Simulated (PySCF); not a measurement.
# HF/ANO-RCC-VDZ (sfX2C) run of BGeH3ClF (SMILES F[B](Cl)[GeH3])

What is the vertical singlet–triplet gap of BGeH3ClF at HF/ANO-RCC-VDZ (sfX2C)? Input form: a Python script.

Program for the calculation: PySCF 2.14.0.

## 1. The structure to begin with

BGeH3ClF has 7 atoms, charge 0, and is taken as a singlet. SMILES: `F[B](Cl)[GeH3]`. The coordinates come from a PBE0-D4/def2-TZVP relaxation.

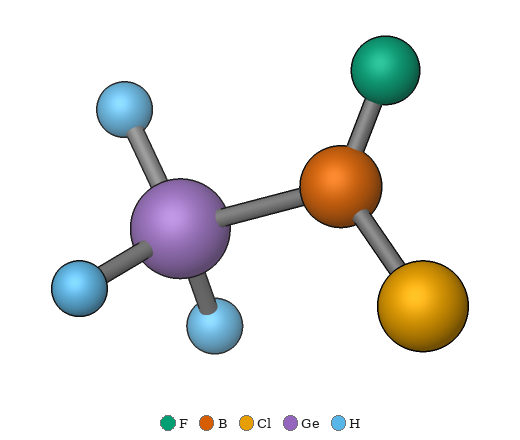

The structure, seen from a chosen angle (fluorine teal, boron orange, chlorine amber, germanium purple, hydrogen blue).

## 2. The energy at HF/ANO-RCC-VDZ (sfX2C)

File mol.xyz:

```xyz
7

F      1.459300    -1.647100     0.372000
B      0.276900    -1.076100     0.436100
Cl    -0.998600    -1.967600     1.242900
Ge    -0.084700     0.798500    -0.374700
H      1.173300     1.386400    -1.030300
H     -0.565600     1.746300     0.734800
H     -1.199400     0.691500    -1.426500
```

File job.py:

```python
from pyscf import gto

mol = gto.M(
    atom='mol.xyz',
    basis='ano-rcc-vdz',
    charge=0,
    max_memory=1860,
    verbose=4,
)

calc0 = mol.RHF()
calc0 = calc0.sfx2c1e()
calc0.conv_tol = 1e-10
calc0.kernel()
if not calc0.converged:
    calc0 = calc0.newton().run(calc0.mo_coeff, calc0.mo_occ)

energy = calc0.e_tot
print('E = %.10f Eh' % energy)
```

On the command line:

```
$ OMP_NUM_THREADS=1 python job.py
```

Standard output:

```text
PySCF version 2.14.0

[INPUT] num. atoms = 7
[INPUT] num. electrons = 66
[INPUT] charge = 0
[INPUT] spin (= nelec alpha-beta = 2S) = 0
[INPUT] symmetry False subgroup None
[INPUT] Mole.unit = angstrom
[INPUT] Symbol           X                Y                Z      unit          X                Y                Z       unit  Magmom
[INPUT]  1 F      1.459300000000  -1.647100000000   0.372000000000 AA    2.757677333578  -3.112567899771   0.702978118338 Bohr   0.0
[INPUT]  2 B      0.276900000000  -1.076100000000   0.436100000000 AA    0.523265163892  -2.033534282644   0.824109562923 Bohr   0.0
[INPUT]  3 Cl    -0.998600000000  -1.967600000000   1.242900000000 AA   -1.887080507991  -3.718225122694   2.348740600222 Bohr   0.0
[INPUT]  4 Ge    -0.084700000000   0.798500000000  -0.374700000000 AA   -0.160059802751   1.508946310465  -0.708080378875 Bohr   0.0
[INPUT]  5 H      1.173300000000   1.386400000000  -1.030300000000 AA    2.217215661952   2.619916299097  -1.946984826139 Bohr   0.0
[INPUT]  6 H     -0.565600000000   1.746300000000   0.734800000000 AA   -1.068829096054   3.300028731328   1.388570756330 Bohr   0.0
[INPUT]  7 H     -1.199400000000   0.691500000000  -1.426500000000 AA   -2.266537513803   1.306745615137  -2.695694316692 Bohr   0.0

nuclear repulsion = 299.744737186458
number of shells = 12
number of NR pGTOs = 285
number of NR cGTOs = 59
basis = ano-rcc-vdz
ecp = {}

******** <class 'pyscf.x2c.sfx2c1e.sfX2C1eRHF'> ********
method = sfX2C1eRHF
initial guess = minao
damping factor = 0
level_shift factor = 0
DIIS = <class 'pyscf.scf.diis.CDIIS'>
diis_start_cycle = 1
diis_space = 8
diis_damp = 0
SCF conv_tol = 1e-10
SCF conv_tol_grad = None
SCF max_cycles = 50
direct_scf = True
direct_scf_tol = 1e-13

******** <class 'pyscf.x2c.sfx2c1e.SpinFreeX2CHelper'> ********
approx = 1e
xuncontract = 1
Set gradient conv threshold to 1e-05
Initial guess from minao.
init E= -2684.41667529237
  HOMO = -0.303181699886374  LUMO = 0.0433367361310326  gap/eV = 9.42925
cycle= 1 E= -2683.9421193545  delta_E= 0.475  |g|= 0.487  |ddm|= 3.05
  HOMO = -0.456601895918474  LUMO = 0.00641002314786343  gap/eV = 12.59920
cycle= 2 E= -2684.00528965251  delta_E= -0.0632  |g|= 0.28  |ddm|= 0.903
  HOMO = -0.442734061109878  LUMO = 0.0479678356633619  gap/eV = 13.35268
cycle= 3 E= -2684.02108584915  delta_E= -0.0158  |g|= 0.0457  |ddm|= 0.251
  HOMO = -0.436110728317322  LUMO = 0.0622602024333765  gap/eV = 13.56136
cycle= 4 E= -2684.02186906263  delta_E= -0.000783  |g|= 0.0142  |ddm|= 0.096
  HOMO = -0.438371643497827  LUMO = 0.0596031069001324  gap/eV = 13.55058
cycle= 5 E= -2684.02196277633  delta_E= -9.37e-05  |g|= 0.00267  |ddm|= 0.0405
  HOMO = -0.43910629294643  LUMO = 0.0592460288706649  gap/eV = 13.56086
cycle= 6 E= -2684.02196708416  delta_E= -4.31e-06  |g|= 0.000731  |ddm|= 0.00837
  HOMO = -0.438952355374036  LUMO = 0.0594001001960258  gap/eV = 13.56086
cycle= 7 E= -2684.02196747725  delta_E= -3.93e-07  |g|= 0.000164  |ddm|= 0.0029
  HOMO = -0.438956136043939  LUMO = 0.0594019695603927  gap/eV = 13.56101
cycle= 8 E= -2684.02196750093  delta_E= -2.37e-08  |g|= 3.64e-05  |ddm|= 0.00065
  HOMO = -0.438954870236868  LUMO = 0.0593983778863199  gap/eV = 13.56088
cycle= 9 E= -2684.02196750214  delta_E= -1.21e-09  |g|= 8.33e-06  |ddm|= 0.000138
  HOMO = -0.438954426482458  LUMO = 0.0593976364302122  gap/eV = 13.56085
cycle= 10 E= -2684.0219675022  delta_E= -5.82e-11  |g|= 2.06e-06  |ddm|= 2.67e-05
  HOMO = -0.438954401056975  LUMO = 0.0593977544950284  gap/eV = 13.56085
Extra cycle  E= -2684.0219675022  delta_E= -2.73e-12  |g|= 8.58e-07  |ddm|= 5e-06
converged SCF energy = -2684.0219675022
E = -2684.0219675022 Eh
```

It took 7.8 s on 1 thread of Arm Neoverse V1, shared host; peak memory 0.17 GiB.

## 3. The triplet, same level

File run.py:

```python
from pyscf import gto, scf

molecule = gto.M(
    atom='''
F    1.459300  -1.647100   0.372000
B    0.276900  -1.076100   0.436100
Cl  -0.998600  -1.967600   1.242900
Ge  -0.084700   0.798500  -0.374700
H    1.173300   1.386400  -1.030300
H   -0.565600   1.746300   0.734800
H   -1.199400   0.691500  -1.426500
''',
    max_memory=1860,
    verbose=3,
    basis='ano-rcc-vdz',
    spin=2,
)

mf = scf.UHF(molecule)
mf = mf.x2c()
mf.conv_tol = 1e-10
mf.kernel()
if not mf.converged:
    mf = mf.newton().run(mf.mo_coeff, mf.mo_occ)

e_final = mf.e_tot
print('E(%s) = %.9f' % ('HF', e_final))
```

On the command line:

```
$ OMP_NUM_THREADS=1 python run.py
```

Standard output:

```text
WARN: HOMO 0.0433367361310326 >= LUMO -0.303181699886374

converged SCF energy = -2683.83878269527  <S^2> = 2.0114956  2S+1 = 3.007654
E(HF) = -2683.838782695
```

It took 7.8 s on 1 thread of Arm Neoverse V1, shared host; peak memory 0.16 GiB.

## 4. Outcome

At HF/ANO-RCC-VDZ (sfX2C):

```
                                        quantity           value
                           singlet: total energy  -2684.02197 Eh
                          singlet: dipole moment          1.67 D
                            singlet: HOMO energy       -11.94 eV
                            singlet: LUMO energy         1.62 eV
                          singlet: HOMO–LUMO gap        13.56 eV
                           triplet: total energy  -2683.83878 Eh
                          triplet: dipole moment          4.91 D
     triplet: HOMO energy (highest over α and β)        -7.24 eV
      triplet: LUMO energy (lowest over α and β)        -3.50 eV
                                   triplet: ⟨S²⟩           2.011
vertical energy of the triplet above the singlet        4.985 eV
```

What this shows: At this shape the triplet lies 4.98 eV (481 kJ/mol) above the singlet. Mulliken charges (singlet) run from -0.39 on F1 to +0.40 on Ge4. Mulliken charges (triplet) run from -0.38 on F1 to +0.56 on Ge4.
